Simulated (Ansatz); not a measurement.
C₂H₂In (doublet)

```xyz
5

C    -1.5527   -0.2136   -0.1805
C    -0.3681    0.0872   -0.1367
In    1.6511    0.7726   -0.1818
H    -2.5916   -0.4944   -0.2072
H     2.8613   -0.1518    0.7062
```

Core potentials replace the inner electrons of In.

The calculation used UKS PBE0-D4/def2-SVP (Ansatz 0.2.0).

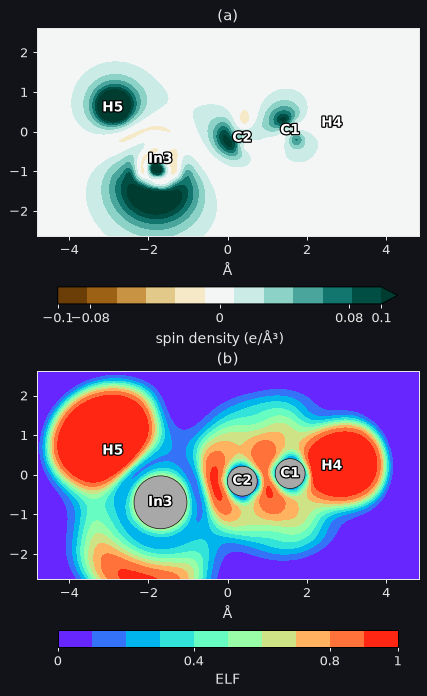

Figure 1. (a) spin density; (b) electron localisation function on the molecular plane. Grey discs cover the atomic cores in the ELF map.

> What does the map show?

The plane passes through C, In and H nuclei.
C–C (1.22 Å): the ELF peaks at about 0.85 between the atoms (a multiple bond).
C–In (2.13 Å): the ELF peaks at about 0.90 in the valence shell of C, 0.7 Å from its nucleus, and drops to about 0.15 between the two atoms.
C–H (1.08 Å): the ELF climbs to about 1 towards the hydrogen, as it does in any bond to H: an ordinary covalent bond to hydrogen.
In–H (1.76 Å): the ELF climbs to about 1 towards the hydrogen.
The unpaired spin (1 electron) lies mostly on In3 (about 0.7) and H5 (about 0.2), in electrons by Hirshfeld's partition.

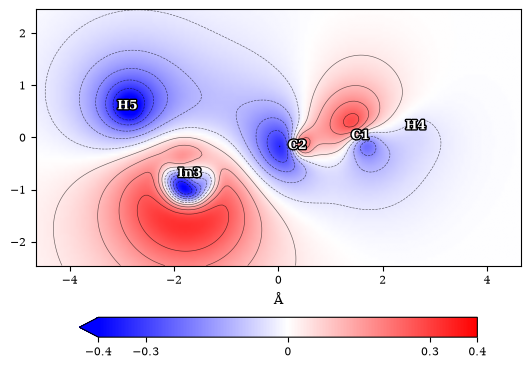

Figure 2. The LUMO (β) on the molecular plane (values in Å⁻³ᐟ²; the overall sign is arbitrary).

> Describe this orbital and give its energy.

It lies mainly on In3 (about 75 %), H5 (about 15 %) and C2 (about 10 %); it is symmetric in the molecular plane (an in-plane orbital: σ, lone-pair or in-plane π type). Its energy is −2.88 eV.

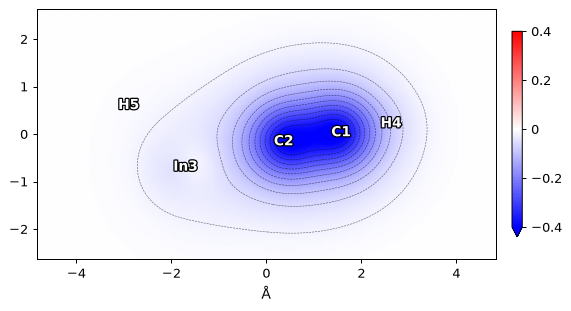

Figure 3. The HOMO−1 (β) on a plane 0.8 Å above the molecular plane (values in Å⁻³ᐟ²; the overall sign is arbitrary).

> Describe this orbital and give its energy.

It lies mainly on C1 (about 45 %) and C2 (about 45 %); it changes sign across the molecular plane (π type); π-bonding across C1–C2. Its energy is −7.91 eV.
